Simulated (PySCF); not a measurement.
# C₃H₅, charge +1, SMILES `C=C[CH2+]`: electronic structure

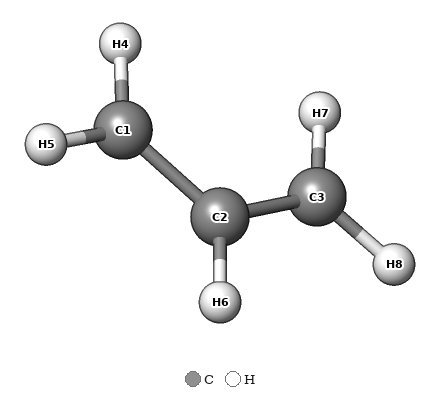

The molecule, with its atoms numbered as below. No frequency check shows the geometry to be a minimum.

Cartesian coordinates (Å):

```
C1       1.1966   -0.2062    0.0000
C2       0.0000    0.4769    0.0000
C3      -1.1966   -0.2063    0.0000
H4       1.2310   -1.2913    0.0000
H5       2.1469    0.3170    0.0000
H6      -0.0004    1.5624    0.0000
H7      -1.2309   -1.2913    0.0000
H8      -2.1469    0.3169    0.0000
```

## 1. Bonding charge

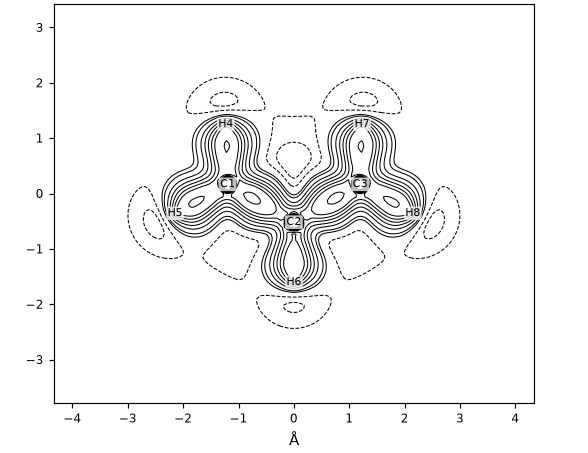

Deformation density (molecule less spherical, spin-averaged free atoms) in the molecular plane; contours at ±0.05 to ±0.8 e/Å³; solid lines: gain, dashed lines: loss.

PySCF calculation, HF/def2-SVPD, gas phase; geometry: GFN2-xTB.

Q: How much density has each bond in this plane gained at its critical point, relative to the free atoms?

A: C1–H5 and C3–H8: +0.82 e/Å³ at the bond critical point (bond length 1.08 Å). C1–H4 and C3–H7: +0.81 e/Å³ at the bond critical point (bond length 1.09 Å). C1–C2 and C2–C3: +0.78 e/Å³ at the bond critical point (bond length 1.38 Å). C2–H6: +0.76 e/Å³ at the bond critical point (bond length 1.08 Å). In all, 1.7 electrons gather in the regions of gain relative to the promolecule of neutral atoms (the regions of loss give up this much and the cation's charge besides).

Q: Where do the Hirshfeld charges lie?

A: The highest Hirshfeld charge is on C1 and C3 (+0.20 e), the lowest on C2 (−0.03 e).

## 2. Bond critical points

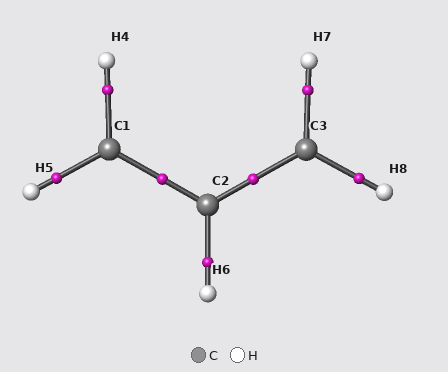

Molecular graph of the electron density (QTAIM): bond paths, bond critical points (magenta), ring points (cyan, if any); weak paths are dashed.

Q: How many critical points of each kind are there, and does the count close?

A: 8 nuclei, 7 bond, 0 ring and 0 cage critical points: 8 − 7 + 0 − 0 = 1, as the Poincaré–Hopf relation requires.

Q: Tabulate density, Laplacian, ellipticity and energy density at the bond critical points (atomic units).

A:
| bond | length (Å) | ρ (a.u.) | ∇²ρ (a.u.) | ε | H (a.u.) |
| --- | --- | --- | --- | --- | --- |
| C1–C2 (2 alike) | 1.378 | 0.330 | −1.01 | 0.20 | −0.355 |
| C1–H5 (2 alike) | 1.085 | 0.301 | −1.35 | 0.03 | −0.357 |
| C1–H4 (2 alike) | 1.086 | 0.299 | −1.32 | 0.03 | −0.352 |
| C2–H6 | 1.085 | 0.292 | −1.21 | 0.02 | −0.332 |

Q: What kind of interaction is C1–H4?

A: Shared-shell (covalent): ρ = 0.299, ∇²ρ = −1.32, H = −0.352 a.u.

## 3. Electrostatic potential

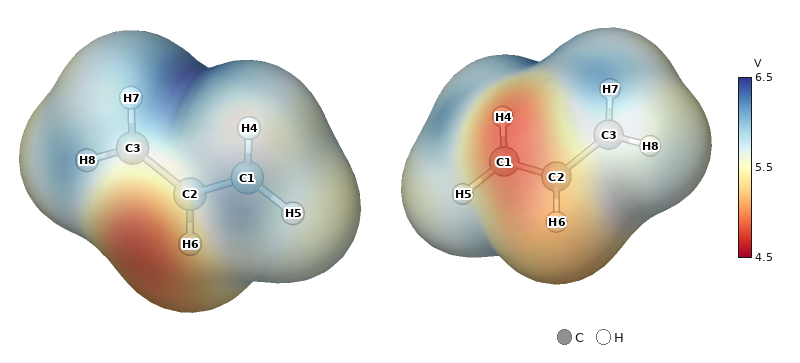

Electrostatic potential on the surface of electron density 0.001 a.u. (back view left, front view right).

Q: Where are the extremes of the potential on the surface?

A: Highest: 6.43 V, 1.4 Å from H7. Lowest: 4.77 V, off the molecular plane, over C2 (2.0 Å), and at like points elsewhere. Further minima include 5.51 V, 1.3 Å from H5, and at like points elsewhere. The surface is sampled at points, so like sites can differ by a few per cent and only the strongest of them is named.

## 4. Excited states

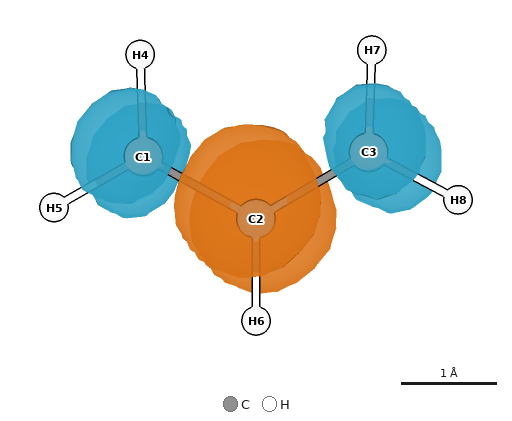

Unrelaxed difference density of S₃ less the ground state (full linear response singlet states), ±0.04 e/Å³; light blue: gain, orange: loss.

Method: PBE0/def2-SVPD; geometry: GFN2-xTB; program: PySCF.

Q: How does the charge move on excitation?

A: 0.49 e is displaced in all, of which about 0.3 e passes between atoms: C2 (0.31 e) loses electrons and C1 and C3 (0.12 e each) gain them. The state: 5.71 eV (217 nm), f = 0.340 (bright), π → π*; the leading pair carries 97 %; hole on C2 (40 %) and C1 and C3 (25 % each), electron on C1 and C3 (37 % each) and C2 (10 %); their centroids lie 0.3 Å apart.

The PySCF runs shown took 0.98 s and 3.6 min on 1 thread of Arm Neoverse V2 (shared host).
